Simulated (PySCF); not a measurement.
# SiNH4 (SMILES N[SiH2]) at UCCSDT/STO-6G

What is the vertical ionisation energy of SiNH4 at UCCSDT/STO-6G? The job is set up through a Python script.

Program for the calculation: PySCF 2.14.0.

4 further runs of the same task are left out: 4 set aside as unsound or not needed.

**1. Starting point**

The species is SiNH4 (6 atoms), meant as a doublet with charge 0. SMILES: `N[SiH2]`. The coordinates come from a PBE0-D4/def2-TZVP relaxation. This is one conformer, not always the lowest.

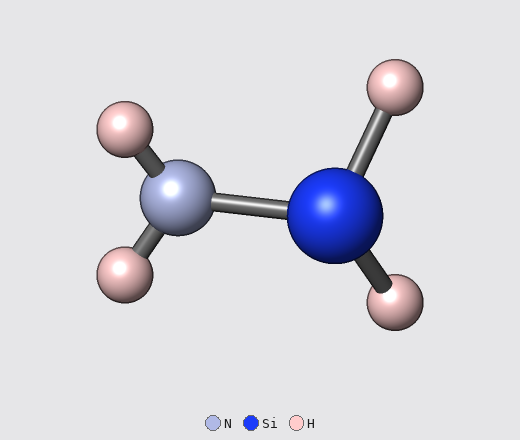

Viewed from a chosen angle; nitrogen light blue, silicon blue, hydrogen pink.

**2. A single-point energy at UCCSDT/STO-6G**

The input, input.xyz:

```xyz
6

N     -0.062300    -0.863500     0.020900
Si     0.307400     0.815300     0.161600
H      0.565000    -1.475900    -0.476400
H     -0.503600    -1.346500     0.787600
H      0.657400     1.307800    -1.204100
H     -0.921600     1.498900     0.664300
```

The input, input.py:

```python
# N[SiH2]
from pyscf import gto, scf, cc

mol = gto.Mole()
mol.atom = 'input.xyz'
mol.basis = 'sto-6g'
mol.verbose = 3
mol.max_memory = 1860
mol.spin = 1
mol.build()

hf = scf.UHF(mol)
hf.conv_tol = 1e-10
hf.kernel()
if not hf.converged:
    hf = hf.newton().run(hf.mo_coeff, hf.mo_occ)

mycc = cc.CCSDT(hf, frozen=6)
mycc.kernel()
e_tot = mycc.e_tot
print('E(%s) = %.9f' % ('CCSDT', e_tot))
```

Launch:

```sh
$ OMP_NUM_THREADS=1 python input.py
```

The program printed:

```text
converged SCF energy = -344.436814025039  <S^2> = 0.75153393  2S+1 = 2.0015333
_make_eris_incore_UCCSDT

WARN: A large `blksize_v_aaa` is being used, which may cause large memory consumption
      for storing contraction intermediates. If memory is sufficient, consider using
      `pyscf.cc.uccsdt_highm.UCCSDT` instead.

WARN: A large `blksize_v_aab` is being used, which may cause large memory consumption
      for storing contraction intermediates. If memory is sufficient, consider using
      `pyscf.cc.uccsdt_highm.UCCSDT` instead.

UCCSDT converged
E(UCCSDT) = -344.5437362088909   E_corr = -0.1069221838522117
E_corr(same-spin) = -0.00792574343162118
E_corr(oppo-spin) = -0.0989964404205906
E(CCSDT) = -344.543736209
```

It took 2 s on 1 thread of Arm Neoverse V1, shared host; peak memory 0.11 GiB.

**3. The singlet cation, same level**

The input, job.py:

```python
from pyscf import gto, cc

mol = gto.M(
    atom=[
    ('N', (-0.062300, -0.863500, 0.020900)),
    ('Si', (0.307400, 0.815300, 0.161600)),
    ('H', (0.565000, -1.475900, -0.476400)),
    ('H', (-0.503600, -1.346500, 0.787600)),
    ('H', (0.657400, 1.307800, -1.204100)),
    ('H', (-0.921600, 1.498900, 0.664300)),
],
    max_memory=1860,
    charge=1,
    basis='sto-6g',
    verbose=3,
)

hf = mol.RHF()
hf.conv_tol = 1e-10
hf.kernel()
if not hf.converged:
    hf = hf.newton().run(hf.mo_coeff, hf.mo_occ)

mycc = cc.CCSDT(hf, frozen=6)
mycc.kernel()
etot = mycc.e_tot
print('E(%s) = %.9f' % ('CCSDT', etot))
```

Launch:

```sh
$ OMP_NUM_THREADS=1 python job.py
```

The program printed:

```text
converged SCF energy = -344.255356132039
_make_eris_incore_RCCSDT

WARN: A large `blksize` is being used, which may cause large memory consumption
      for storing contraction intermediates. If memory is sufficient, consider using
      `pyscf.cc.rccsdt_highm.RCCSDT` instead.

WARN: A large `blksize_oovv` is being used, which may cause large memory consumption
      for storing contraction intermediates. If memory is sufficient, consider using
      `pyscf.cc.rccsdt_highm.RCCSDT` instead.

WARN: A large `blksize_oooo` is being used, which may cause large memory consumption
      for storing contraction intermediates. If memory is sufficient, consider using
      `pyscf.cc.rccsdt_highm.RCCSDT` instead.

RCCSDT converged
E(RCCSDT) = -344.4102725263021   E_corr = -0.1549163942626883
E_corr(same-spin) = -0.0131495091148235
E_corr(oppo-spin) = -0.141766885147865
E(CCSDT) = -344.410272526
```

It took 1.4 s on 1 thread of Arm Neoverse V1, shared host; peak memory 0.12 GiB.

**4. Outcome**

At UCCSDT/STO-6G, 6 core orbitals frozen:

| quantity | value |
| --- | --- |
| doublet SiNH4: total energy | -344.54374 Eh |
| doublet SiNH4: dipole moment (Hartree–Fock density) | 1.60 D |
| doublet SiNH4: HOMO energy (Hartree–Fock orbitals) (highest over α and β) | -5.54 eV |
| doublet SiNH4: LUMO energy (Hartree–Fock orbitals) (lowest over α and β) | 6.57 eV |
| doublet SiNH4: correlation energy (6 core orbitals frozen) | -106.9 mEh |
| doublet SiNH4: ⟨S²⟩ of the reference determinant | 0.752 |
| doublet SiNH4: T1 diagnostic | 0.016 |
| singlet cation: total energy | -344.41027 Eh |
| singlet cation: HOMO energy (Hartree–Fock orbitals) | -16.69 eV |
| singlet cation: LUMO energy (Hartree–Fock orbitals) | -4.17 eV |
| singlet cation: HOMO–LUMO gap (Hartree–Fock orbitals) | 12.51 eV |
| singlet cation: correlation energy (6 core orbitals frozen) | -154.9 mEh |
| singlet cation: T1 diagnostic | 0.044 |
| vertical ionisation energy (to the singlet cation) | 3.632 eV |

Removing an electron at fixed nuclei costs 3.63 eV (84 kcal/mol). Only the singlet of the ionised species was computed; a triplet could lie lower. In a minimal basis such a difference can be off by several eV, whatever the method. The T1 diagnostic (singlet cation) of 0.044 is above the customary mark for such species, so a single reference may not serve. Mulliken charges (singlet cation) of the mean-field density run from -0.52 on N1 to +1.04 on Si2; they depend strongly on the basis.
